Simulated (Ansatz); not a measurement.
**Frequency calculation of CH₃BClFOSi**

System: CH₃BClFOSi.
Method: RKS B3LYP-D4/def2-SVP (Ansatz 0.2.0).

It belongs to a series of runs on one base structure; here: vibrations at the highest image of the band. Figures and captions count atoms from 1; the log counts them from 0 in places.

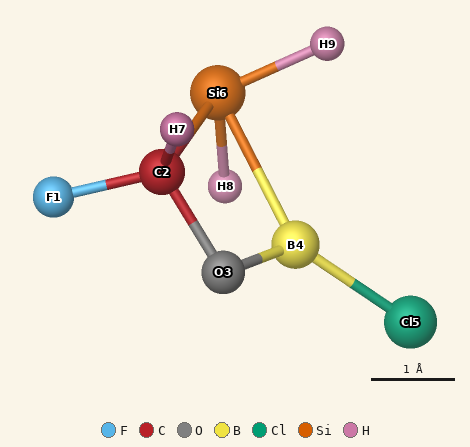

*The structure as given in the input (ball-and-stick view, seen at a tilt; atoms are numbered from 1 in the order of the input).*

## The input
```yaml
crystal:
  periodic: [false, false, false]
  atoms:
    - { symbol: F, position_ang: [1.401866, -1.736585, -0.553512] }
    - { symbol: C, position_ang: [1.056736, -0.476479, -0.1777] }
    - { symbol: O, position_ang: [0.359398, 0.143901, -1.2663] }
    - { symbol: B, position_ang: [-0.703878, 0.580972, -0.563069] }
    - { symbol: Cl, position_ang: [-1.937193, 1.643905, -1.19389] }
    - { symbol: Si, position_ang: [-0.245718, -0.433997, 1.292746] }
    - { symbol: H, position_ang: [1.974917, 0.100989, 0.024799] }
    - { symbol: H, position_ang: [-1.500568, -0.806325, 0.541216] }
    - { symbol: H, position_ang: [-0.317062, 0.93732, 1.878709] }
basis:
  gaussian: { orbitals: def2-SVP }
hamiltonian:
  xc: b3lyp
  dispersion: d4
phonons: {}
```

Hardware: 2 threads of Intel Xeon @ 2.50GHz (Skylake/Cascade Lake), 16 GiB of memory available, shared host.

Command:
```bash
ansatz run input.yaml --threads 2 --pin off --max-ram 3072MiB --backend cpu --events-out ev --progress --plain --runs-dir out
```

## What the program printed
```
Engine: ansatz 0.2.0, x86_64-unknown-linux-gnu
Functional definition: B3LYP
  parameter a0 = 0.2
  parameter ax = 0.72
  parameter ac = 0.81
  exchange = (1 - a0 - ax)*slater_x + ax*b88_x + a0*exact_x
  correlation = (1 - ac)*vwn_rpa_c + ac*lyp_c
1121 factors; integrals over basis functions are off by at most 3.2e-4 eV
mean field evaluation 1: about -26911.6887 eV, gradient 4.3e1 eV
mean field evaluation 2: about -26903.4010 eV, gradient 7.7e1 eV
mean field evaluation 4: about -26915.2699 eV, gradient 3.8e0 eV
mean field evaluation 8: about -26915.3308 eV, gradient 9.2e-2 eV
mean field evaluation 16: about -26915.3308 eV, gradient 4.8e-5 eV
mean field -26915.33079864 eV, -989.1201629835 hartree, gradient 4.8e-5 eV, S^2 0.000000; 0 other end points of the search recorded, 0 dependent functions left out
the calculation of the forces begins
reference -26915.33103006 eV, -989.1201714881 hartree; 31, 31 occupied and 76, 76 virtual orbitals, 1121 factors
these checks for a lower state are left out or cut short: stability, starts, cluster_reference, orbital_swaps, neighbouring_geometries, increment
1121 factors; integrals over basis functions are off by at most 3.2e-4 eV
mean field -26915.33078485 eV, -989.1201624769 hartree, gradient 2.3e-6 eV, S^2 0.000000; 0 other end points of the search recorded, 0 dependent functions left out
[... from here on the field's lines of each further geometry are left out, up to the last ...]
the calculation of the forces begins
reference -26915.33102848 eV, -989.1201714298 hartree; 31, 31 occupied and 76, 76 virtual orbitals, 1121 factors
these checks for a lower state are left out or cut short: stability, starts, cluster_reference, orbital_swaps, neighbouring_geometries, increment
1121 factors; integrals over basis functions are off by at most 3.2e-4 eV
mean field -26915.33078064 eV, -989.1201623222 hartree, gradient 1.6e-6 eV, S^2 0.000000; 0 other end points of the search recorded, 0 dependent functions left out
the calculation of the forces begins
reference -26915.33101202 eV, -989.1201708252 hartree; 31, 31 occupied and 76, 76 virtual orbitals, 1121 factors
WARN: phonons: modes at or below zero, which the zero-point energy, F, S and C_V leave out: 1, the lowest at -761.05 cm⁻¹. A minimum has none, and a first-order saddle one
Total energy: -26915.71368370 eV, -989.1342337499 hartree
Atom 0 at     1.401866    -1.736585    -0.553512 Å, force    -0.010744     0.007308     0.006014 eV/Å
Atom 1 at     1.056736    -0.476479    -0.177700 Å, force     0.021296    -0.010282    -0.014191 eV/Å
Atom 2 at     0.359398     0.143901    -1.266300 Å, force    -0.003267     0.011687    -0.000204 eV/Å
Atom 3 at    -0.703878     0.580972    -0.563069 Å, force     0.009237    -0.013458     0.010206 eV/Å
Atom 4 at    -1.937193     1.643905    -1.193890 Å, force    -0.009622     0.010213    -0.008301 eV/Å
Atom 5 at    -0.245718    -0.433997     1.292746 Å, force    -0.005127    -0.005095     0.015782 eV/Å
Atom 6 at     1.974917     0.100989     0.024799 Å, force     0.003008    -0.000798    -0.002151 eV/Å
Atom 7 at    -1.500568    -0.806325     0.541216 Å, force    -0.000561    -0.003216    -0.001181 eV/Å
Atom 8 at    -0.317062     0.937320     1.878709 Å, force    -0.004221     0.003640    -0.005974 eV/Å
Dipole moment:     0.057884     0.180537     0.250390 e Å
Vibrations: -761.05 87.47 185.26 263.90 289.11 344.74 426.14 489.19 513.83 595.28 752.14 857.75 920.33 1016.51 1119.96 1229.98 1338.07 1403.18 2146.77 2213.04 3067.40 cm⁻¹, zero-point energy 1.193972 eV
```

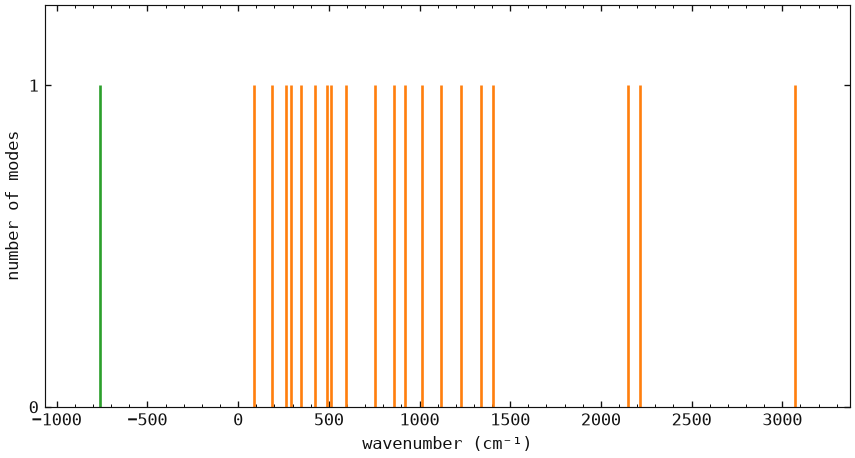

*Harmonic vibrational wavenumbers from the force constants; neighbouring modes closer than 17 cm⁻¹ are counted in one stick, and imaginary ones are drawn at negative wavenumbers.*

21 modes from 761i to 3067 cm⁻¹, 1 imaginary beyond 8i (761i cm⁻¹): a first-order saddle point, if the geometry is stationary.

## Summary

- outcome: converged
- total energy: −26915.7137 eV
- mean-field energy: −26915.3310 eV
- largest force (length of the vector): 0.028 eV/Å
- wall time: 2.2 min (CPU time 4.3 min)
- peak memory: 0.26 GiB
